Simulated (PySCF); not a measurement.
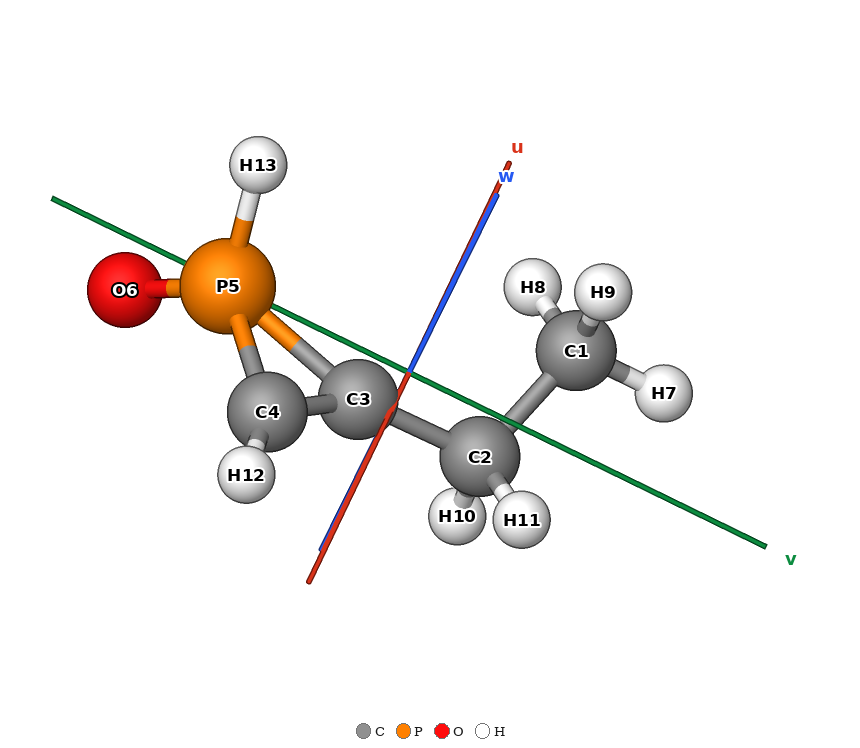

The lines u, v and w are the principal axes of the static dipole polarisability. The geometry was computed by an optimisation with GFN2-xTB. No frequency run is at hand to confirm it as a minimum. Computed with B3LYP/def2-SVPD (PySCF 2.14.0).

> Along which axis is the molecule most polarisable, and along which least?

Most along v (close to the long direction C1···O6), least along w.

> Give the three principal values.

u 71.3, v 85.6, w 59.7 bohr³; mean 72.2, anisotropy 22.5 bohr³.

The geometry is semi-empirical. Around P such bond lengths and angles can be off by a tenth of an ångström or more and by several degrees, and values that hang on the shape move with them.
